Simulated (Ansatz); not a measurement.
**Geometry relaxation, with input and output: CH5F2NSi (part 2 of 2)**

CH5F2NSi; RKS PBE0-D4/def2-SVP (Ansatz 0.2.0). It belongs to a series of runs on one base structure; here: end point B relaxed.

## Trajectory as extended XYZ, continued
```
10
Properties=species:S:1:pos:R:3:forces:R:3 step=12 energy=-15897.57128
F    -1.5929   -1.6272    0.2645    0.4841   0.4358   0.2497
C    -0.5281   -0.8336    0.6407   -0.0748  -0.4719  -0.5128
F     0.3937   -1.7161    1.1422   -0.2087   0.1282   0.0004
N     0.1558   -0.5044   -0.7611   -0.2452   0.0507   0.2167
Si    0.7619    1.0803   -0.0481   -0.1385  -0.0420   0.0981
H     0.8028   -1.2183   -1.1195    0.0555  -0.1100  -0.0378
H    -0.5931   -0.3558   -1.4426    0.0309  -0.0367  -0.0442
H     1.4798    0.8318    1.2169    0.0769   0.0330   0.0330
H    -0.3520    2.0581   -0.0280   -0.0008  -0.0171   0.0101
H     1.7545    1.5373   -1.0803    0.0204   0.0299  -0.0131
10
Properties=species:S:1:pos:R:3:forces:R:3 step=13 energy=-15897.61666
F    -1.6435   -1.4604    0.3499    1.4017   0.8053   0.2646
C    -0.4350   -0.7861    0.5986   -0.6166  -1.0067  -0.4543
F     0.4136   -1.7412    1.1054   -0.4870   0.4443  -0.1331
N     0.1814   -0.5499   -0.8120   -0.3099  -0.1212   0.0273
Si    0.7134    1.0389   -0.0057   -0.1582   0.0490   0.3422
H     0.8304   -1.2642   -1.1631    0.0130  -0.1297  -0.0198
H    -0.5767   -0.4053   -1.4854    0.0567  -0.0510  -0.0417
H     1.4857    0.8585    1.2420    0.1113   0.0590   0.0762
H    -0.4067    2.0160   -0.0343    0.0013  -0.0446   0.0400
H     1.7197    1.5458   -1.0108   -0.0122  -0.0042  -0.1015
10
Properties=species:S:1:pos:R:3:forces:R:3 step=14 energy=-15897.70152
F    -1.6640   -1.2713    0.3872    2.0548   1.0091   0.3151
C    -0.3551   -0.7237    0.5405   -1.0949  -1.8833  -0.4365
F     0.4084   -1.7283    1.0875   -0.6248   0.7042  -0.1210
N     0.2144   -0.5996   -0.8656   -0.3939  -0.3095  -0.3398
Si    0.6743    0.9923    0.0587   -0.0717   0.3969   0.3807
H     0.8570   -1.3320   -1.1920   -0.1065  -0.0636   0.1003
H    -0.5409   -0.4566   -1.5439    0.1119  -0.0574  -0.0020
H     1.5266    0.8909    1.2773    0.0716   0.1305   0.0333
H    -0.4699    1.9489    0.0252    0.0411   0.0452   0.0579
H     1.6314    1.5314   -0.9903    0.0125   0.0279   0.0120
10
Properties=species:S:1:pos:R:3:forces:R:3 step=15 energy=-15897.92699
F    -1.6612   -1.0879    0.4534    2.4285   0.7306  -0.0603
C    -0.2795   -0.7218    0.4565   -1.1974  -1.1685  -0.1565
F     0.3947   -1.7394    1.0717   -0.5258   0.7417  -0.2896
N     0.2224   -0.6959   -0.9494   -0.3283  -0.2652  -0.3908
Si    0.6493    0.9941    0.1237    0.0308   0.1937   0.6414
H     0.8488   -1.4539   -1.2445   -0.2126  -0.0579   0.1219
H    -0.5318   -0.5533   -1.6269    0.0718  -0.1186   0.0257
H     1.5547    0.9870    1.3287   -0.1308   0.1678   0.0193
H    -0.5040    1.9478    0.0977    0.0117   0.0314   0.0965
H     1.5889    1.5755   -0.9264   -0.1477  -0.2550  -0.0076
10
Properties=species:S:1:pos:R:3:forces:R:3 step=16 energy=-15898.32691
F    -1.5879   -0.9087    0.4789    2.1350   0.5143  -0.2199
C    -0.1876   -0.6925    0.3640   -1.5347  -1.4188  -0.3942
F     0.4086   -1.7057    1.0418   -0.1633   0.6187  -0.2540
N     0.2243   -0.7712   -1.0406   -0.3524  -0.9057  -0.5054
Si    0.6247    0.9975    0.2202    0.6848   1.3839   0.7265
H     0.8123   -1.5728   -1.2942   -0.3301   0.0357   0.1469
H    -0.5434   -0.6408   -1.7006    0.0010  -0.1575   0.0872
H     1.5365    1.0848    1.4270   -0.2733   0.2169   0.0022
H    -0.5309    1.9521    0.1831    0.0158   0.0194   0.1695
H     1.5257    1.5093   -0.8950   -0.1829  -0.3069   0.2413
10
Properties=species:S:1:pos:R:3:forces:R:3 step=17 energy=-15898.98644
F    -1.4943   -0.7662    0.4846    1.3674   0.1662  -0.4697
C    -0.1109   -0.7014    0.2393   -0.7932   0.6917  -0.1338
F     0.4304   -1.6753    0.9977    0.2505   0.2209  -0.2993
N     0.1940   -0.8928   -1.1464   -0.0195  -1.1375  -0.3722
Si    0.6425    1.0964    0.3373    0.1152   0.0767   0.4881
H     0.7417   -1.7353   -1.3511   -0.4590   0.1374   0.1203
H    -0.5931   -0.7733   -1.7778   -0.0782  -0.1599   0.1233
H     1.5132    1.2261    1.5624   -0.2906   0.1855  -0.0271
H    -0.5477    2.0042    0.2873    0.1007   0.0743   0.1858
H     1.5066    1.4697   -0.8488   -0.1935  -0.2554   0.3847
10
Properties=species:S:1:pos:R:3:forces:R:3 step=18 energy=-15899.25528
F    -1.3803   -0.6237    0.4595    0.6211  -0.0514  -0.6434
C    -0.0154   -0.6538    0.1137   -1.2759   0.3239   0.2752
F     0.4949   -1.5915    0.9371    0.6144  -0.1323  -0.3170
N     0.1650   -1.0076   -1.2572    0.4215  -0.5851   0.4944
Si    0.6321    1.1555    0.4585    0.4481  -0.0915  -0.8311
H     0.6559   -1.9023   -1.3945   -0.5070   0.4570   0.1838
H    -0.6590   -0.9148   -1.8411   -0.0770  -0.0454   0.1772
H     1.4661    1.3323    1.6939   -0.2628  -0.0586  -0.0286
H    -0.5586    2.0577    0.3901    0.1048   0.0103   0.1778
H     1.4816    1.4004   -0.7753   -0.0872   0.1732   0.5117
10
Properties=species:S:1:pos:R:3:forces:R:3 step=19 energy=-15899.38718
F    -1.3498   -0.6472    0.4354   -0.1237  -0.1200  -0.2160
C    -0.0228   -0.6323    0.0630   -0.1841   1.1102   1.5276
F     0.5864   -1.5240    0.8770    0.4210  -0.3107   0.0849
N     0.1529   -1.0152   -1.2521    0.3106  -0.8360  -1.1378
Si    0.6532    1.1726    0.4051   -0.0730  -0.3257  -0.2431
H     0.5658   -1.9504   -1.3098   -0.3341   0.1902  -0.0709
H    -0.7097   -0.9498   -1.7780   -0.0665  -0.0563  -0.1586
H     1.3781    1.2547    1.7040   -0.0218   0.0285   0.0510
H    -0.5269    2.0767    0.3869   -0.0106   0.1719   0.0150
H     1.5551    1.4671   -0.7468    0.0823   0.1479   0.1479
10
Properties=species:S:1:pos:R:3:forces:R:3 step=20 energy=-15899.44472
F    -1.3386   -0.6553    0.4464    0.2330  -0.0978  -0.0856
C    -0.0105   -0.6110    0.0608   -0.2937  -0.4375   0.2859
F     0.6472   -1.5017    0.8538    0.0985   0.0574   0.0856
N     0.1516   -1.0376   -1.2713    0.1112  -0.5211  -0.3403
Si    0.6424    1.1508    0.3727    0.3321   0.8061   0.2743
H     0.4968   -2.0052   -1.2899   -0.3025   0.3336  -0.0136
H    -0.7279   -0.9720   -1.7733   -0.0201   0.0137  -0.1396
H     1.3211    1.2250    1.7060   -0.0677  -0.0609  -0.0656
H    -0.5027    2.1037    0.3777   -0.0740   0.0142  -0.0706
H     1.6030    1.5554   -0.6984   -0.0168  -0.1076   0.0695
10
Properties=species:S:1:pos:R:3:forces:R:3 step=21 energy=-15899.53474
F    -1.2707   -0.7388    0.5114    0.0996  -0.0579   0.1967
C     0.0260   -0.6218    0.0606   -0.0073  -0.2652  -0.1932
F     0.7861   -1.4569    0.8313   -0.1416   0.0952  -0.1961
N     0.1326   -1.0673   -1.2820    0.0123  -0.3444   0.0514
Si    0.6382    1.1806    0.3699    0.1048   0.2602   0.0860
H     0.3113   -2.0800   -1.2926   -0.1939   0.3494   0.0038
H    -0.7307   -0.8755   -1.7943    0.2383   0.0268   0.0867
H     1.2157    1.2301    1.7479   -0.0722   0.0267  -0.0474
H    -0.5058    2.1330    0.2674   -0.0264  -0.0208  -0.0462
H     1.6796    1.5487   -0.6348   -0.0137  -0.0701   0.0584
10
Properties=species:S:1:pos:R:3:forces:R:3 step=22 energy=-15899.61728
F    -1.1889   -0.8166    0.6332    0.1034  -0.0952   0.0689
C     0.0597   -0.6460    0.0733    0.2667  -0.0902  -0.3161
F     0.9074   -1.4541    0.7775   -0.1845   0.0695  -0.0695
N     0.1144   -1.0819   -1.2740   -0.2080   0.0166   0.2421
Si    0.6283    1.1829    0.3614    0.0112   0.0250  -0.0058
H     0.1130   -2.1050   -1.3001   -0.1043   0.1351  -0.0222
H    -0.6780   -0.7286   -1.8139    0.2061  -0.0300   0.1121
H     1.0962    1.2830    1.7752   -0.0808   0.0284  -0.0276
H    -0.5175    2.1109    0.1228    0.0144  -0.0256  -0.0272
H     1.7476    1.5075   -0.5708   -0.0241  -0.0337   0.0452
10
Properties=species:S:1:pos:R:3:forces:R:3 step=23 energy=-15899.67660
F    -1.0701   -0.9049    0.7526    0.1563   0.1249  -0.0436
C     0.1190   -0.6642    0.0750   -0.0357  -0.3906  -0.0129
F     1.0337   -1.4679    0.6930   -0.0210   0.1518   0.0088
N     0.0617   -1.0798   -1.2653   -0.0825   0.0258   0.0172
Si    0.6278    1.1786    0.3517    0.0052   0.0062   0.0092
H    -0.0765   -2.0921   -1.3127   -0.0151   0.1166   0.0007
H    -0.6782   -0.6151   -1.7862    0.0488   0.0279   0.0500
H     0.9164    1.3532    1.8054   -0.0528   0.0023  -0.0594
H    -0.4957    2.0710   -0.0683    0.0279  -0.0485  -0.0122
H     1.8442    1.4732   -0.4606   -0.0311  -0.0165   0.0422
10
Properties=species:S:1:pos:R:3:forces:R:3 step=24 energy=-15899.66522 accepted=F
F    -0.9780   -0.9157    0.8365   -0.1846  -0.4586   0.1049
C     0.1642   -0.7200    0.0933    0.2006   1.4323  -0.1568
F     1.1304   -1.4641    0.6709   -0.0019  -0.5249  -0.0553
N     0.0230   -1.0573   -1.2589    0.0349  -0.2521   0.2284
Si    0.6301    1.1437    0.3287    0.0060  -0.0759   0.0170
H    -0.1850   -2.0482   -1.3684   -0.0994  -0.0848  -0.1110
H    -0.6977   -0.4909   -1.7004    0.0374  -0.1243  -0.0170
H     0.7646    1.3914    1.7886    0.0097   0.0361   0.0435
H    -0.4764    1.9734   -0.2289   -0.0201   0.0356  -0.0505
H     1.9071    1.4398   -0.3767    0.0177   0.0167  -0.0032
10
Properties=species:S:1:pos:R:3:forces:R:3 step=25 energy=-15899.69412
F    -1.0166   -0.9271    0.7984    0.0505   0.0420  -0.0008
C     0.1448   -0.6810    0.0810   -0.0044  -0.1796  -0.0158
F     1.0856   -1.4731    0.6676   -0.0026   0.0496   0.0021
N     0.0390   -1.0761   -1.2600   -0.0386   0.0638   0.0006
Si    0.6287    1.1682    0.3455    0.0057   0.0072  -0.0090
H    -0.1514   -2.0767   -1.3323   -0.0060   0.0492   0.0266
H    -0.6802   -0.5574   -1.7569    0.0212   0.0020   0.0143
H     0.8377    1.3838    1.8051   -0.0318  -0.0045  -0.0261
H    -0.4847    2.0310   -0.1532    0.0158  -0.0249  -0.0122
H     1.8794    1.4604   -0.4105   -0.0098  -0.0047   0.0203
10
Properties=species:S:1:pos:R:3:forces:R:3 step=26 energy=-15899.70108
F    -0.9666   -0.9520    0.8443    0.0709   0.0117  -0.0404
C     0.1675   -0.6935    0.0866   -0.0062  -0.0494   0.0130
F     1.1349   -1.4799    0.6358   -0.0468   0.0284  -0.0370
N     0.0141   -1.0643   -1.2552   -0.0708  -0.0124  -0.0168
Si    0.6326    1.1610    0.3373   -0.0156   0.0169   0.0378
H    -0.2083   -2.0578   -1.3431    0.0116   0.0756   0.0231
H    -0.6996   -0.5120   -1.7252    0.0516  -0.0466   0.0368
H     0.7535    1.4016    1.8046   -0.0070   0.0180  -0.0649
H    -0.4654    1.9967   -0.2424    0.0486  -0.0314   0.0164
H     1.9197    1.4522   -0.3580   -0.0365  -0.0109   0.0320
10
Properties=species:S:1:pos:R:3:forces:R:3 step=27 energy=-15899.69349 accepted=F
F    -0.9297   -0.9771    0.8716    0.0504  -0.0271  -0.0553
C     0.1816   -0.7055    0.0858    0.0177   0.0186   0.0438
F     1.1685   -1.4904    0.5997   -0.0679   0.0102  -0.0480
N    -0.0094   -1.0561   -1.2575    0.5543   0.2527   0.4402
Si    0.6326    1.1522    0.3395    0.0042   0.0949   0.0012
H    -0.2409   -2.0306   -1.3546   -0.1105  -0.6192  -0.0427
H    -0.7192   -0.4975   -1.6910   -0.4507   0.3743  -0.3040
H     0.6946    1.4469    1.8018   -0.0124  -0.0496  -0.0762
H    -0.4422    1.9726   -0.3045    0.0487  -0.0420   0.0258
H     1.9463    1.4376   -0.3062   -0.0339  -0.0129   0.0152
10
Properties=species:S:1:pos:R:3:forces:R:3 step=28 energy=-15899.70309
F    -0.9467   -0.9649    0.8572    0.0199   0.0018  -0.0161
C     0.1740   -0.6967    0.0856    0.0006   0.0071   0.0253
F     1.1512   -1.4831    0.6143   -0.0128   0.0062  -0.0187
N     0.0016   -1.0582   -1.2559   -0.0053  -0.0054   0.0013
Si    0.6332    1.1599    0.3398   -0.0037  -0.0327  -0.0216
H    -0.2189   -2.0506   -1.3452    0.0039   0.0131   0.0085
H    -0.7194   -0.5068   -1.7117    0.0011  -0.0004   0.0067
H     0.7221    1.4213    1.8019   -0.0047   0.0082   0.0066
H    -0.4488    1.9871   -0.2733    0.0022   0.0022  -0.0005
H     1.9338    1.4442   -0.3280   -0.0014  -0.0002   0.0084
10
Properties=species:S:1:pos:R:3:forces:R:3 step=29 energy=-15899.70359
F    -0.9280   -0.9770    0.8704    0.0065   0.0013  -0.0041
C     0.1806   -0.6998    0.0857   -0.0076   0.0108   0.0089
F     1.1676   -1.4858    0.5949   -0.0030   0.0037  -0.0042
N    -0.0100   -1.0531   -1.2553    0.0084   0.0031  -0.0073
Si    0.6343    1.1575    0.3371    0.0039   0.0068   0.0189
H    -0.2294   -2.0449   -1.3470   -0.0004  -0.0118  -0.0009
H    -0.7384   -0.5004   -1.6972   -0.0061   0.0025   0.0011
H     0.6892    1.4338    1.7992    0.0015  -0.0024  -0.0053
H    -0.4342    1.9825   -0.3028    0.0049  -0.0091  -0.0058
H     1.9506    1.4392   -0.3004   -0.0081  -0.0049  -0.0012
```

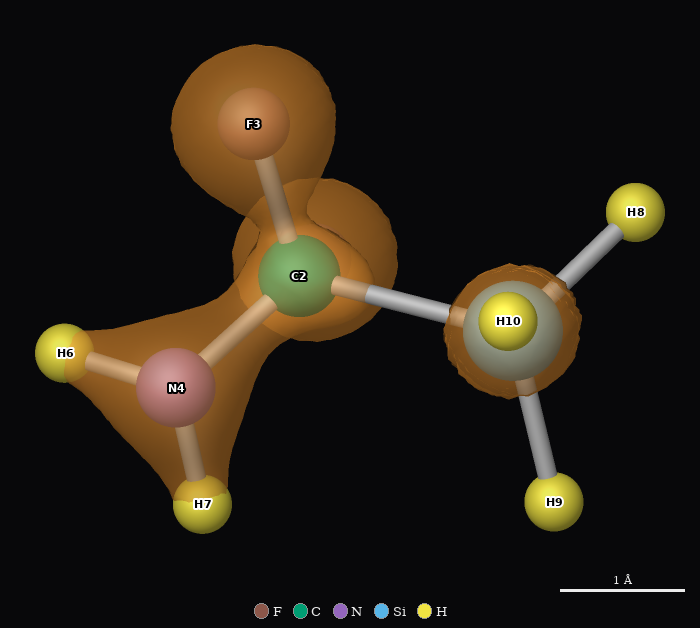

Isosurface of the total electron density at 1.5 e/Å³ (orange), seen at a tilt. At this value the surface falls into five separate pieces. It is pinched off along the C–Si (1.93 Å) contacts. On the grid the lowest density along these lines, outside the cores, is 1.7 e/Å³ (C–F, 1.36 Å), 2.1 e/Å³ (C–N, 1.40 Å), 0.77 e/Å³ (C–Si, 1.93 Å) and 2.2 e/Å³ (N–H, 1.02 Å).

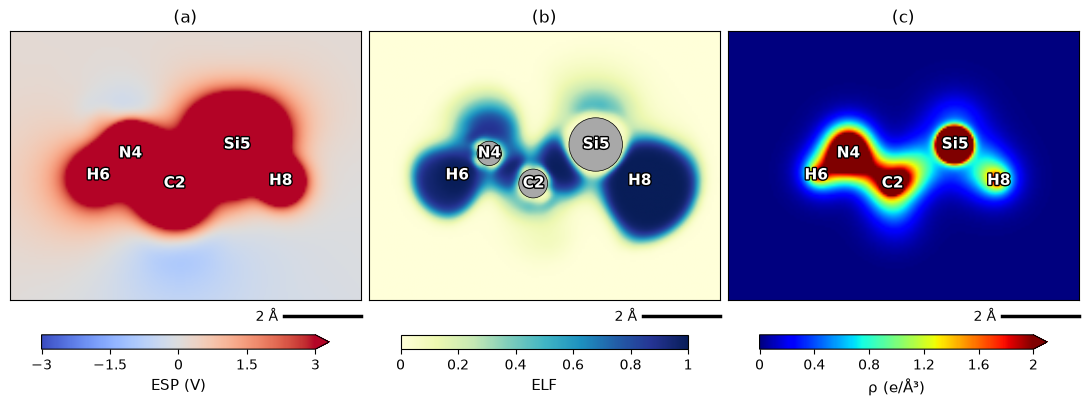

(a) molecular electrostatic potential; (b) electron localisation function; (c) total electron density on the plane of atoms C2, Si5 and H8. Grey discs, where drawn, cover atomic cores. The section cuts through C, N, Si and H sites. N–H (1.02 Å): ρ is about 2.8 e/Å³ halfway, with its minimum of 2.2 e/Å³ about 0.8 Å from N; the ELF climbs to about 1 towards the hydrogen, as it does in any bond to H (a covalent bond by its length).

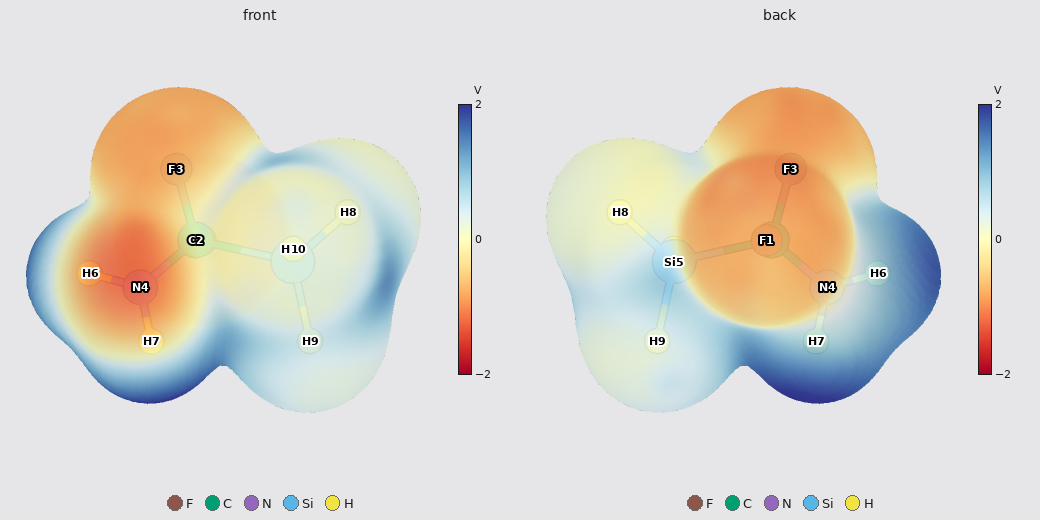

The electrostatic potential painted on the density surface at 0.002 e/bohr³, seen at a tilt and from behind; red is negative and blue positive.

This output came from the following input.

## The input
```yaml
crystal:
  periodic: [false, false, false]
  atoms:
    - { symbol: F, position_ang: [-1.3554, -2.0748, -0.2302] }
    - { symbol: C, position_ang: [-0.7586, -1.0351, 0.4041] }
    - { symbol: F, position_ang: [0.0348, -1.6183, 1.2896] }
    - { symbol: "N", position_ang: [0.092, -0.3098, -0.5739] }
    - { symbol: Si, position_ang: [0.8685, 1.0793, -0.2125] }
    - { symbol: H, position_ang: [0.70062, -1.10389, -0.28999] }
    - { symbol: H, position_ang: [-0.5624, -0.1606, -1.3611] }
    - { symbol: H, position_ang: [1.8879, 0.8218, 0.8644] }
    - { symbol: H, position_ang: [-0.1375, 2.0835, 0.3057] }
    - { symbol: H, position_ang: [1.5124, 1.57, -1.4115] }
basis:
  gaussian: { orbitals: def2-SVP }
hamiltonian:
  xc: pbe0
  dispersion: d4
relax:
  f_tol: 0.02
  max_steps: 50
output:
  orbitals: {}
```

Command:
```bash
ansatz run input.yaml --threads 2 --pin off --max-ram 3072MiB --backend cpu --events-out ev --progress --plain --runs-dir out
```

## Summary

- outcome: converged
- total energy: −15899.7036 eV
- mean-field energy: −15899.5500 eV
- largest force (length of the vector) at the end: 0.020 eV/Å
- hardware: 2 threads of Intel Xeon (Sapphire Rapids), 16 GiB of memory available, shared host
- wall time: 53 s (CPU time 1.7 min)
- peak memory: 0.22 GiB
